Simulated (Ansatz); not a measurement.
# F₃HSi···NH₃: what the fields show

The calculation's input:

```
crystal:
  periodic: [false, false, false]
  atoms:
    - {symbol: Si, position_ang: [-0.561134, -0.745419, -0.359001]}
    - {symbol: N, position_ang: [0.714416, 0.858324, 0.455281]}
    - {symbol: F, position_ang: [-1.497765, -1.906330, -0.957143]}
    - {symbol: F, position_ang: [-0.234629, 0.023957, -1.722534]}
    - {symbol: F, position_ang: [-1.641718, -0.022801, 0.572566]}
    - {symbol: H, position_ang: [0.789563, 0.796462, 1.464606]}
    - {symbol: H, position_ang: [0.473658, -1.589703, 0.258575]}
    - {symbol: H, position_ang: [1.648326, 0.825786, 0.061597]}
    - {symbol: H, position_ang: [0.309184, 1.759723, 0.226054]}
basis:
  gaussian: {orbitals: def2-TZVPP}
hamiltonian: {xc: pbe0, dispersion: d4}
output: {orbitals: {seedname: orbitals}}
```

Command:

```sh
ansatz run in.yaml --threads 4 --pin off --events-out ev --progress --plain --max-ram 9574MiB
```

The product side of a reaction path; geometry: PBE0-D4/def2-TZVP.

The calculation used Ansatz 0.2.0, RKS PBE0-D4/def2-TZVPP.

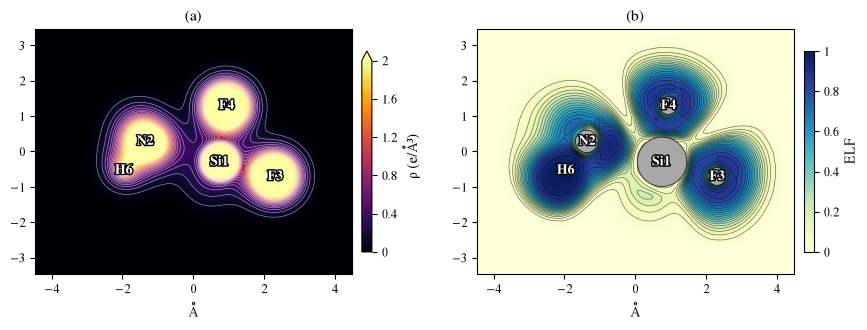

Figure 1. (a) total electron density; (b) electron localisation function on the plane of atoms F3, Si1 and F4. Grey discs cover the atomic cores in the ELF map.

**Read the bonding off the picture.**

The section cuts through Si, N, F and H sites.
Si1···N2 (2.21 Å): the density falls to about 0.34 e/Å³ on the way; the ELF peaks at about 0.95 in the valence shell of N, 0.7 Å from its nucleus, and is about 0.70 at the midpoint.
Si–F (1.61 Å): ρ is about 1.2 e/Å³ halfway; the ELF peaks at about 0.85 in the valence shell of F, 0.6 Å from its nucleus, and is about 0.55 at the midpoint.
N–H (1.01 Å): ρ at the midpoint is about 2.9 e/Å³; the ELF climbs to about 1 towards the hydrogen, as it does in any bond to H: a covalent bond by its length.
The ELF also peaks beside F3 and F4, away from the bonds: lone-pair regions.

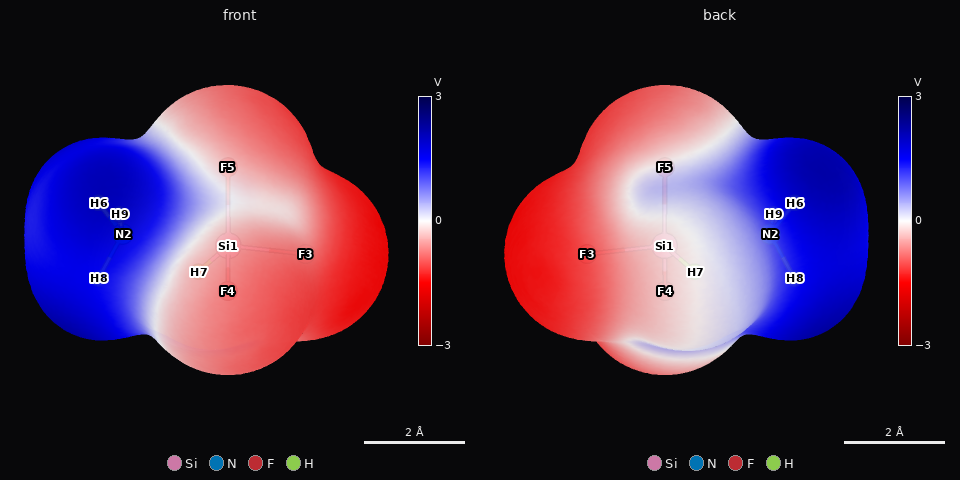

Figure 2. The molecular electrostatic potential painted on the density surface at 0.001 e/bohr³, seen from the front and from behind; the colour scale runs from red (negative) to blue (positive).

**Which sites attract a positive test charge, and which a negative one?**

A positive charge is drawn to the negative regions and a negative charge to the positive ones. The most negative region (about −1.5 V) lies over F3, the most positive (about +2.2 V) over H6 and H8.

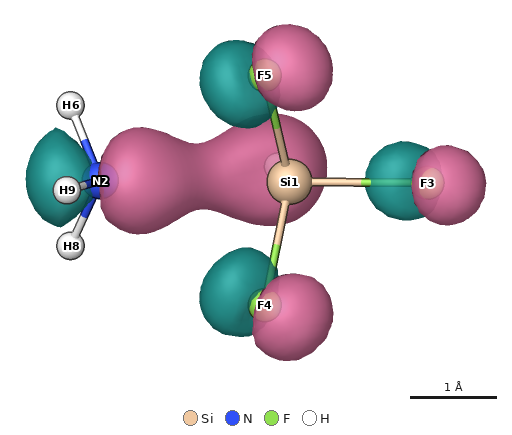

Figure 3. The HOMO−1 at ±0.2 Å⁻³ᐟ² (teal and pink are the two phases), seen across its widest extent.

**What is the character of this orbital?**

Its weight (Hirshfeld) is mainly on N2 (about 20 %), F4 (about 20 %), F5 (about 20 %), Si1 (about 15 %), H7 (about 10 %) and F3 (about 10 %). Its energy is −10.65 eV.

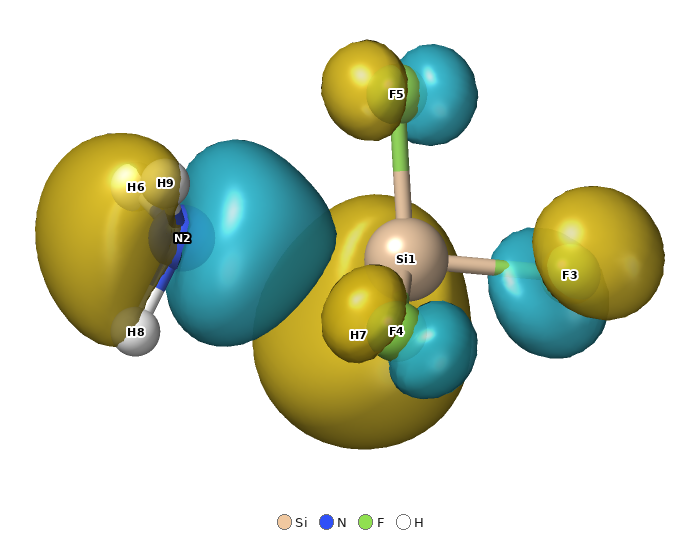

Figure 4. The HOMO at ±0.1 Å⁻³ᐟ² (yellow and cyan are the two phases), seen at a tilt.

**Where does this orbital lie, and at what energy?**

It lies mainly on N2 (about 30 %), H7 (about 25 %), Si1 (about 20 %) and F3 (about 10 %). Its energy is −9.09 eV.
